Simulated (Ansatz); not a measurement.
The calculation's input:

```
crystal:
  periodic: [false, false, false]
  atoms:
    - {symbol: B, position_ang: [0.556075, 1.502333, 1.106807]}
    - {symbol: N, position_ang: [1.045123, 0.200074, 0.979346]}
    - {symbol: Ga, position_ang: [0.361165, -1.109862, -0.156246]}
    - {symbol: C, position_ang: [-1.174520, -0.627685, -1.264884]}
    - {symbol: H, position_ang: [-0.387830, 1.838960, 0.443235]}
    - {symbol: H, position_ang: [1.069170, 2.277463, 1.867640]}
    - {symbol: H, position_ang: [1.839432, -0.047174, 1.552907]}
    - {symbol: H, position_ang: [1.115371, -2.483028, -0.093954]}
    - {symbol: H, position_ang: [-1.991042, -0.264037, -0.637359]}
    - {symbol: H, position_ang: [-0.903192, 0.185446, -1.942304]}
    - {symbol: H, position_ang: [-1.529762, -1.472480, -1.855178]}
basis:
  gaussian: {orbitals: def2-TZVPP}
hamiltonian: {xc: pbe0, dispersion: d4}
output: {orbitals: {seedname: orbitals}}
```

Run with:

```sh
ansatz run in.yaml --threads 4 --pin off --events-out ev --progress --plain --max-ram 10444MiB
```

Geometry: PBE0-D4/def2-TZVP.

The calculation used RKS PBE0-D4/def2-TZVPP (Ansatz 0.2.0).

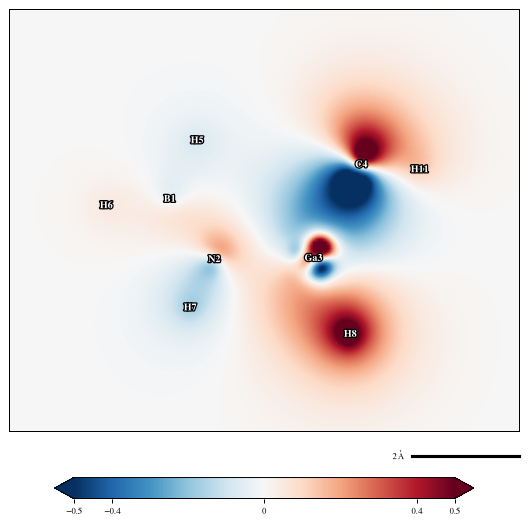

CH7BGaN (SMILES B[NH][GaH][CH3]). The HOMO−1 on the plane of atoms N2, Ga3 and H8 (values in Å⁻³ᐟ²; the overall sign is arbitrary).

### What is the character of this orbital?

Its weight (Hirshfeld) is mainly on C4 (about 35 %), Ga3 (about 30 %) and H8 (about 20 %). Its energy is −8.30 eV.
